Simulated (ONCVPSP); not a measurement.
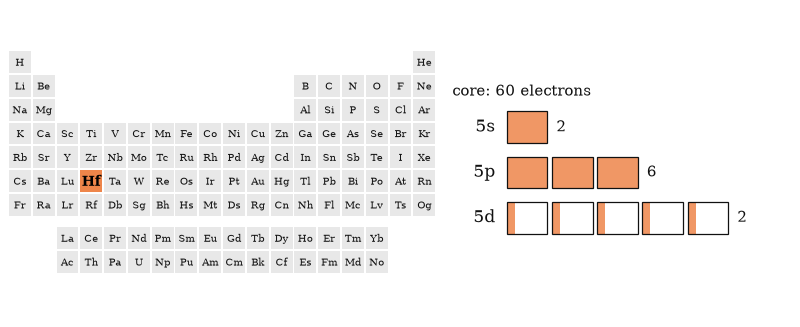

*Left, the place of hafnium in the periodic table; right, the valence shells of the reference configuration: a box for each of the 2l + 1 orbitals, shaded by the share of the shell that is filled, with the electron count at the right.*

**Run report: Hf, pseudopotential generation**

System: hafnium (Hf, Z = 72), core [Kr] 4d10 4f14, reference valence 5s2 5p6 5d2 (an ion of charge +2), valence charge 12.
Method: ONCV potential, PBE, scalar-relativistic, made with ONCVPSP 4.0.1.

Log (extracts):
```
ONCVPSP  (Optimized Norm-Conservinng Vanderbilt PSeudopotential)
scalar-relativistic version 4.0.1

#   n    l    f        energy (Ha)
    1    0    2.00    -2.3998645E+03
    2    0    2.00    -4.1087787E+02
    2    1    6.00    -3.6081309E+02
    3    0    2.00    -9.4047889E+01
    3    1    6.00    -7.9093717E+01
    3    2   10.00    -6.1405874E+01
    4    0    2.00    -1.9390473E+01
    4    1    6.00    -1.4485495E+01
    4    2   10.00    -8.1494512E+00
    4    3   14.00    -1.1726605E+00
    5    0    2.00    -3.0165004E+00
    5    1    6.00    -1.8604542E+00
    5    2    2.00    -6.1387286E-01

Reference configufation results
  iterations    32
  all-electron total energy (Ha)   -1.50774026D+04

Begin loop to  construct optimized pseudo wave functions
and semi-local pseudopoentials for all angular momenta

WARNING wellstate: moderately localized bound state found for n= 6 l=  0
WARNING scattering state with energy  0.05000000
WARNING will be used for the first projector

   Wellstate for l =  0  n =  7
     eigenvalue =   0.0500
     asymptotic potential =   0.5500
     half-point radius =  4.7475

Calculating optimized projector #   1

 for l=   0

    Fraction of norm inside rc  0.969579
    Optimizing pswf for qcut=   4.81 a_B^-1,  ecut=  11.56 Ha
    Residual kinetic energy error=  2.52D-04 Ha

    Energy error per electron        Cutoff
         Ha          eV             Ha
         0.01000     0.27211        4.08
         0.00100     0.02721        9.09
         0.00010     0.00272       22.02
         0.00001     0.00027       34.33

Calculating optimized projector #   2

 for l=   0

    Fraction of norm inside rc  0.080409
    Optimizing pswf for qcut=   4.81 a_B^-1,  ecut=  11.56 Ha
    Residual kinetic energy error=  6.48D-04 Ha

    Energy error per electron        Cutoff
         Ha          eV             Ha
         0.01000     0.27211        3.97
         0.00100     0.02721       10.65
         0.00010     0.00272       32.75
         0.00001     0.00027       44.26

Calculating optimized projector #   1

 for l=   1

    Fraction of norm inside rc  0.846414
    Optimizing pswf for qcut=   9.20 a_B^-1,  ecut=  42.35 Ha
    Residual kinetic energy error=  7.03D-08 Ha

    Energy error per electron        Cutoff
         Ha          eV             Ha
         0.01000     0.27211       14.38
         0.00100     0.02721       21.95
         0.00010     0.00272       27.09
         0.00001     0.00027       30.96

   Wellstate for l =  2  n =  8
     eigenvalue =   2.0861
     asymptotic potential =   2.5861
     half-point radius =  4.7147

Calculating optimized projector #   1

 for l=   2

    Fraction of norm inside rc  0.818640
    Optimizing pswf for qcut=   5.10 a_B^-1,  ecut=  13.02 Ha
    Residual kinetic energy error=  8.31D-06 Ha

    Energy error per electron        Cutoff
         Ha          eV             Ha
         0.01000     0.27211        7.58
         0.00100     0.02721        9.72
         0.00010     0.00272       11.30
         0.00001     0.00027       13.66

Calculating optimized projector #   2

 for l=   2

    Fraction of norm inside rc  0.170457
    Optimizing pswf for qcut=   5.10 a_B^-1,  ecut=  13.02 Ha
    Residual kinetic energy error=  1.86D-04 Ha

    Energy error per electron        Cutoff
         Ha          eV             Ha
         0.01000     0.27211        9.43
         0.00100     0.02721       11.61
         0.00010     0.00272       14.83
         0.00001     0.00027       50.38

Construct Vanderbilt / Kleinmman-Bylander projectors

B matrix Hermiticity error, ll=   0
   1   2   -3.3076E-04

  Orthonormal projector coefficients  3.1848E+00 -1.0185E+00

B matrix Hermiticity error, ll=   2
   1   2    1.3275E-04

  Orthonormal projector coefficients -4.3884E+00 -2.1994E-01

Pseudoatom total energy  -48.471182

Diagnostic tests using Vanderbilt-Kleinman-Bylander pseudopotentials
  1 or more projectors used as specified by nproj input data

   l    rcore       rmatch      e in        delta e   norm test  slope test

   0   1.9597517   2.0192540  -3.0165004  -0.0000012   1.0004278   1.0004142
   0   1.9597517   2.0192540   0.0500000   0.0000063   0.9998659   0.9998659

   1   1.8023093   1.8570313  -1.8604542  -0.0000056   0.9999941   1.0000023

   2   2.8567606   2.9434980  -0.6138729  -0.0000015   1.0001788   1.0001813
   2   2.8567606   2.9434980   2.0861271   0.0000008   1.0002112   1.0002112

 Testing for bound ghosts
   n   l    E NL Schr. Eq   E Basis Diag.   E Cutoff

   1   0       -3.016502       -3.016498     49.72

   2   1       -1.860460       -1.860415     30.78

   3   2       -0.613874       -0.613849     67.99

 Testing for highly-localized positive-energy ghosts
       l    <radius>/rc     E Basis Diag.   E Cutoff

Test configuration 0

   n   l     f        eae           eps        diff
   1   0  2.0000-2399.86452485
   2   0  2.0000 -410.87786526
   2   1  6.0000 -360.81309086
   3   0  2.0000  -94.04788888
   3   1  6.0000  -79.09371685
   3   2 10.0000  -61.40587446
   4   0  2.0000  -19.39047334
   4   1  6.0000  -14.48549530
   4   2 10.0000   -8.14945118
   4   3 14.0000   -1.17266053
   5   0  2.0000   -3.01650037   -3.01650157   -1.20D-06
   5   1  6.0000   -1.86045423   -1.86045986   -5.63D-06
   5   2  2.0000   -0.61387286   -0.61387440   -1.55D-06

    Total energies and differences
      AE_ref= -1.50774026D+04  AE_tst= -1.50774026D+04  dif=  0.00D+00
      PS_ref= -4.84711816D+01  PS_tst= -4.84711816D+01  dif= -3.55D-14
      PSP excitation error=  3.55D-14

Test configuration 1

   n   l     f        eae           eps        diff
   1   0  2.0000-2399.30568621
   2   0  2.0000 -410.32280412
   2   1  6.0000 -360.25786044
   3   0  2.0000  -93.49347343
   3   1  6.0000  -78.53928473
   3   2 10.0000  -60.85154841
   4   0  2.0000  -18.83584153
   4   1  6.0000  -13.93086894
   4   2 10.0000   -7.59500160
   4   3 14.0000   -0.61866015
   5   0  2.0000   -2.46279842   -2.45789062    4.91D-03
   5   1  6.0000   -1.30732029   -1.30506061    2.26D-03
   5   2  2.0000   -0.09881713   -0.09904134   -2.24D-04
   6   0  2.0000   -0.18773180   -0.18905019   -1.32D-03

    Total energies and differences
      AE_ref= -1.50774026D+04  AE_tst= -1.50782169D+04  dif= -8.14D-01
      PS_ref= -4.84711816D+01  PS_tst= -4.92882199D+01  dif= -8.17D-01
      PSP excitation error=  2.79D-03

Test configuration 2

   n   l     f        eae           eps        diff
   1   0  2.0000-2399.56221865
   2   0  2.0000 -410.57774446
   2   1  6.0000 -360.51286416
   3   0  2.0000  -93.74834921
   3   1  6.0000  -78.79416547
   3   2 10.0000  -61.10635536
   4   0  2.0000  -19.09076714
   4   1  6.0000  -14.18576903
   4   2 10.0000   -7.84979571
   4   3 14.0000   -0.87331243
   5   0  2.0000   -2.71739516   -2.71464208    2.75D-03
   5   1  6.0000   -1.56237824   -1.56121323    1.17D-03
   5   2  2.0000   -0.33833498   -0.33877687   -4.42D-04
   6   0  1.0000   -0.40333574   -0.40476200   -1.43D-03

    Total energies and differences
      AE_ref= -1.50774026D+04  AE_tst= -1.50779237D+04  dif= -5.21D-01
      PS_ref= -4.84711816D+01  PS_tst= -4.89935468D+01  dif= -5.22D-01
      PSP excitation error=  1.26D-03

Test configuration 3

   n   l     f        eae           eps        diff
   1   0  2.0000-2400.31595039
   2   0  2.0000 -411.33091553
   2   1  6.0000 -361.26623358
   3   0  2.0000  -94.49722147
   3   1  6.0000  -79.54308201
   3   2 10.0000  -61.85584301
   4   0  2.0000  -19.84017864
   4   1  6.0000  -14.93558458
   4   2 10.0000   -8.60011514
   4   3 14.0000   -1.62247347
   5   0  2.0000   -3.46425814   -3.46539808   -1.14D-03
   5   1  6.0000   -2.29723282   -2.29824107   -1.01D-03
   5   2  1.0000   -0.99686582   -0.99534283    1.52D-03

    Total energies and differences
      AE_ref= -1.50774026D+04  AE_tst= -1.50766017D+04  dif=  8.01D-01
      PS_ref= -4.84711816D+01  PS_tst= -4.76708093D+01  dif=  8.00D-01
      PSP excitation error=  5.42D-04

Test configuration 4

   n   l     f        eae           eps        diff
   1   0  2.0000-2399.25856498
   2   0  2.0000 -410.27287565
   2   1  6.0000 -360.20801467
   3   0  2.0000  -93.44428841
   3   1  6.0000  -78.49009930
   3   2 10.0000  -60.80211292
   4   0  2.0000  -18.78636523
   4   1  6.0000  -13.88120939
   4   2 10.0000   -7.54496351
   4   3 14.0000   -0.56840839
   5   0  2.0000   -2.41180553   -2.40872136    3.08D-03
   5   1  6.0000   -1.26042555   -1.25856849    1.86D-03
   5   2  3.0000   -0.07302045   -0.07353253   -5.12D-04
   6   0  1.0000   -0.17408895   -0.17528942   -1.20D-03

    Total energies and differences
      AE_ref= -1.50774026D+04  AE_tst= -1.50781216D+04  dif= -7.19D-01
      PS_ref= -4.84711816D+01  PS_tst= -4.91919268D+01  dif= -7.21D-01
      PSP excitation error=  1.79D-03
```

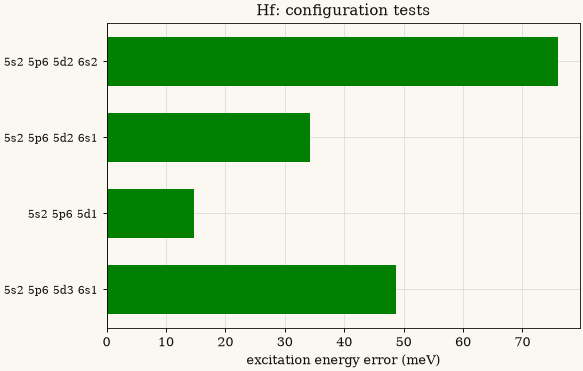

*Errors, all-electron minus pseudo, of the energies of valence configurations relative to the unpolarised reference 5s2 5p6 5d2.*

- Worst configuration: 5s2 5p6 5d2 6s2 (neutral): the error is +76 meV on an all-electron energy of -22.16 eV relative to the reference, or 0.34 %.
- Errors in meV: 5s2 5p6 5d2 6s2: +76; 5s2 5p6 5d2 6s1: +34; 5s2 5p6 5d1: +15; 5s2 5p6 5d3 6s1: +49.

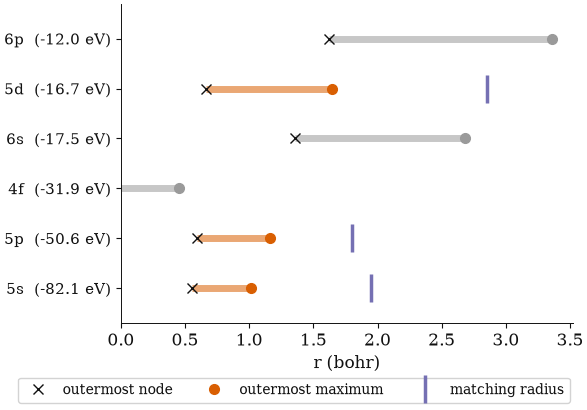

*Outer shells of the all-electron reference atom: each bar runs from the outermost node (or the nucleus) to the outermost maximum of u(r); the tick is the radius chosen for the pseudo-wave. Shells without a tick have no pseudo-wave of their own. Levels, nodes and maxima are from ld1.x, scalar-relativistic.*

- Radii against the shells: 5s: 1.95 bohr, outside the maximum; 5p: 1.80 bohr, outside the maximum; 5d: 2.85 bohr, outside the maximum.

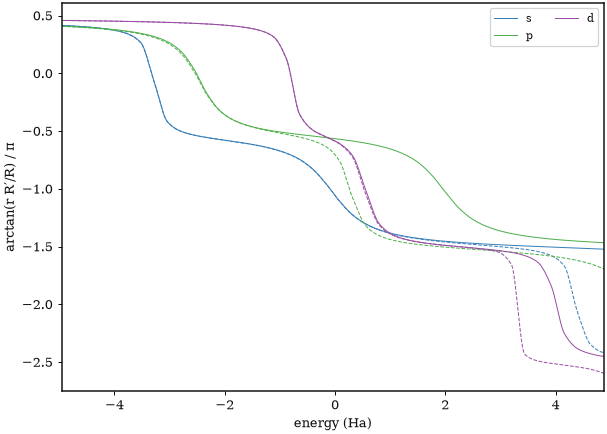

*Unwrapped phase arctan(r R′/R) in units of π against energy, all-electron (solid) and pseudo (dashed); the pseudo phase is matched to the all-electron one at the reference energy. Here R(r) is the radial function. A near-vertical step is a level narrower than the spacing of the points behind the curves. Not drawn: f: not judged.*

- Ghost states: Going away from the reference energies, the phases part by more than π/2 in: s at about 4.4 Ha (above its reference energy, pseudo phase lower); p at about 0.3 Ha (above its reference energy, pseudo phase lower); d at about 3.3 Ha (above its reference energy, pseudo phase lower). Such a step is either a state that only one of the two atoms has or an ordinary level shifted in energy. The separate test gives: no bound ghost flagged; no localised positive-energy state flagged.
- Range over which the phases agree within 0.05 rad: s: up to about 3.0 Ha; p: between about -2.4 and -0.8 Ha; d: up to about 0.3 Ha.

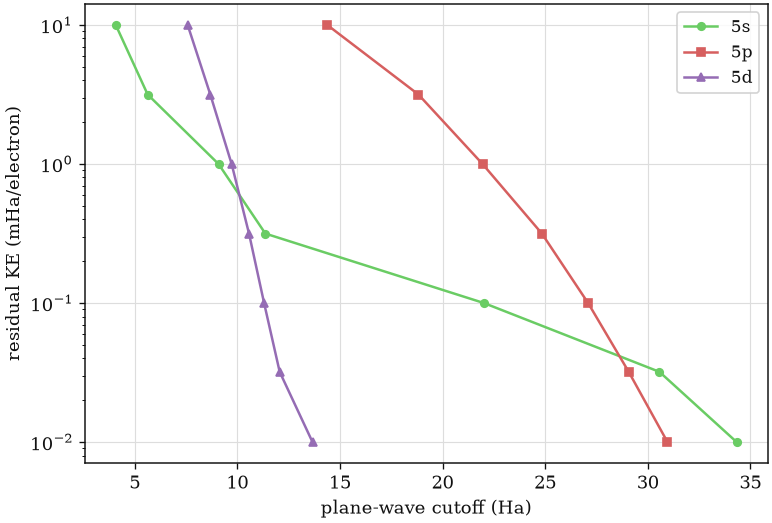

*Residual kinetic energy of the pseudo-waves (the first of each channel, and further valence shells) beyond the plane-wave cutoff, as the generator prints it.*

- Hardest wave at 1 mHa per electron: 5p, with rc = 1.80 bohr and qcut = 9.2 1/bohr. The optimisation minimises, but can't always remove, the kinetic energy above qcut²/2 = 42.3 Ha, and a larger rc would as a rule soften the wave at some cost in transferability.
- Cutoffs for the occupied states: 22 Ha for 1 mHa and 27 Ha for 0.1 mHa per electron. The first is set by 5p.
- Cutoffs for 1 mHa per electron: 5p: 22 Ha; 5d: 9.7 Ha; 5s: 9.1 Ha.

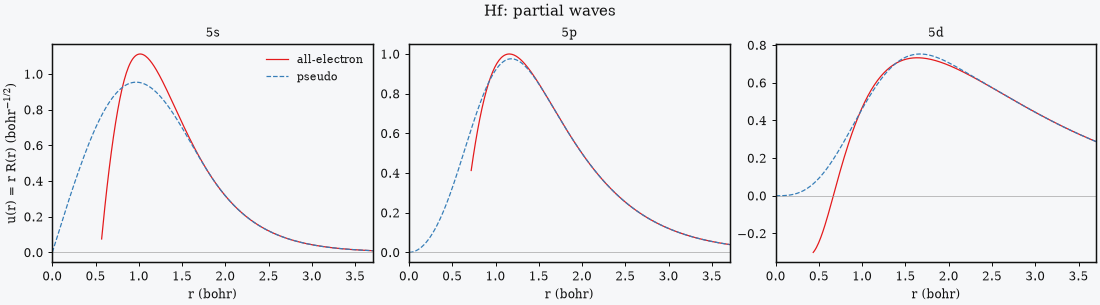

*Pseudo-waves (dashed) against the all-electron radial functions (solid). The innermost oscillations of some all-electron curves aren't drawn. Reference configuration 5s2 5p6 5d2.*

- Matching radii: 5s at 1.95 bohr; 5p at 1.80 bohr; 5d at 2.85 bohr. The curves merge smoothly, so the plot gives these only roughly.
- Nodes of the pseudo-waves: 5s has no node; 5p has no node; 5d has no node.
- Cutoffs needed: 22 Ha (loose) and 27 Ha (tight), as the cutoffs at which the residual kinetic energy of the hardest occupied pseudo-wave falls to 1 and 0.1 mHa per electron.

Input:
```
# ATOM AND REFERENCE CONFIGURATION
# atsym  z   nc   nv     iexc    psfile
  Hf 72.00   10    3        4      upf
#
#   n    l    f
    1    0    2.00
    2    0    2.00
    2    1    6.00
    3    0    2.00
    3    1    6.00
    3    2   10.00
    4    0    2.00
    4    1    6.00
    4    2   10.00
    4    3   14.00
    5    0    2.00
    5    1    6.00
    5    2    2.00
#
# PSEUDOPOTENTIAL AND OPTIMIZATION
# lmax
    2
#
#   l,   rc,      ep,       ncon, nbas, qcut
    0    1.95    0.00    4    7    4.80
    1    1.80    0.00    3    6    9.20
    2    2.85    0.00    5   10    5.10
#
# LOCAL POTENTIAL
# lloc, lpopt,  rc(5),   dvloc0
    4    5    1.60    2.00
#
# VANDERBILT-KLEINMAN-BYLANDER PROJECTORs
# l, nproj, debl
    0    2    1.60
    1    1    0.70
    2    2    2.70
#
# MODEL CORE CHARGE
# icmod, fcfact, rcfact
    0    0.00    0.00
#
# LOG DERIVATIVE ANALYSIS
# epsh1, epsh2, depsh
   -5.00    5.00    0.04
#
# OUTPUT GRID
# rlmax, drl
    6.00    0.01
#
# TEST CONFIGURATIONS
# ncnf
    4
# nvcnf
#   n    l    f
    4
    5    0    2.00
    5    1    6.00
    5    2    2.00
    6    0    2.00
#
    4
    5    0    2.00
    5    1    6.00
    5    2    2.00
    6    0    1.00
#
    3
    5    0    2.00
    5    1    6.00
    5    2    1.00
#
    4
    5    0    2.00
    5    1    6.00
    5    2    3.00
    6    0    1.00
#
```

Run as:
```bash
oncvpsp.x < Hf.dat > Hf.out
```

Key numbers:

- outcome: generated
- cutoffs needed: 22 Ha and 27 Ha (the cutoffs at which the residual kinetic energy of the hardest occupied pseudo-wave falls to 1 and 0.1 mHa per electron)
- ghost test: no bound ghost flagged; no localised positive-energy state flagged
- largest excitation error: +76 meV (all-electron minus pseudo) for 5s2 5p6 5d2 6s2, out of 4 test configurations
- range over which the phases arctan(r R′/R) at the test radius agree within 0.05 rad (a looser test near the poles than one of phase shifts): s: up to about 3.0 Ha; p: between about -2.4 and -0.8 Ha; d: up to about 0.3 Ha; f: not judged, local potential alone
- hardware: 1 CPU thread, shared host
- wall time: 4.4 s

Remarks:

The scattering phases part by more than π/2 and stay apart in s from about 4.4 Ha: a level there is either far displaced or one that only the pseudo-atom has. Warnings of the program, in the generation or the tests: wellstate: moderately localized bound state found for n= 6 l= 0.
